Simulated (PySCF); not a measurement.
Potential energy surface of F2Si, singlet: map of symmetric stretch and bend. Scanned: Si-F bond length and F-Si-F angle.

Method: MP2 on RHF/cc-pVDZ, 7 core orbitals frozen (PySCF 2.14.0).

Energy in kcal/mol above the lowest grid point; x is the Si-F bond length (Å), y the F-Si-F angle (°).

```csv
y \ x,1.36,1.44,1.52,1.60,1.68,1.76,1.84,1.92,2,2.08,2.16
180,163.5,103.2,68.2,50.4,44.5,46.6,54.3,65.8,79.8,95.3,111.7
171.36,162.0,101.7,66.9,49.2,43.3,45.6,53.4,64.9,79.0,94.6,111.0
162.73,157.4,97.4,62.8,45.5,39.9,42.5,50.6,62.4,76.7,92.5,109.1
154.09,150.0,90.4,56.4,39.6,34.6,37.7,46.3,58.6,73.2,89.4,106.2
145.45,140.7,81.5,48.1,32.1,27.9,31.7,41.0,53.8,69.0,85.5,102.7
136.82,130.7,71.9,39.1,23.9,20.5,25.1,35.2,48.7,64.4,81.5,99.1
128.18,121.5,62.9,30.5,15.9,13.3,18.7,29.5,43.7,60.0,77.5,95.5
119.55,114.3,55.5,23.3,9.1,7.0,13.0,24.4,39.2,56.1,74.1,92.5
110.91,110.1,50.7,18.3,4.1,2.3,8.8,20.6,35.8,53.1,71.5,90.2
102.27,110.3,49.7,16.5,1.9,0.0,6.5,18.5,34.0,51.5,70.1,89.1
93.64,117.1,53.9,19.1,3.5,0.9,7.0,18.8,34.2,51.8,70.5,89.6
85,134.6,66.5,28.3,10.5,6.3,11.3,22.4,37.3,54.6,73.1,91.9
```

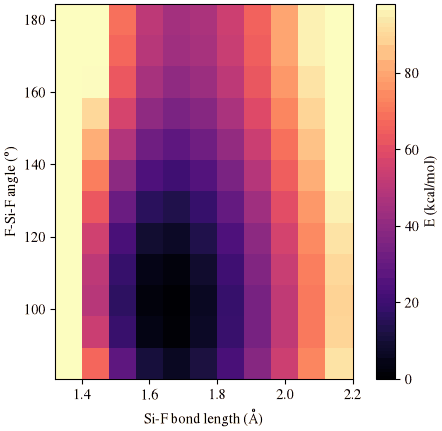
Fig. 1. Energy surface, cut off at 98 kcal/mol.

Points that lie below all their neighbours on the grid: x = 1.68, y = 102.27 (0.0 kcal/mol).
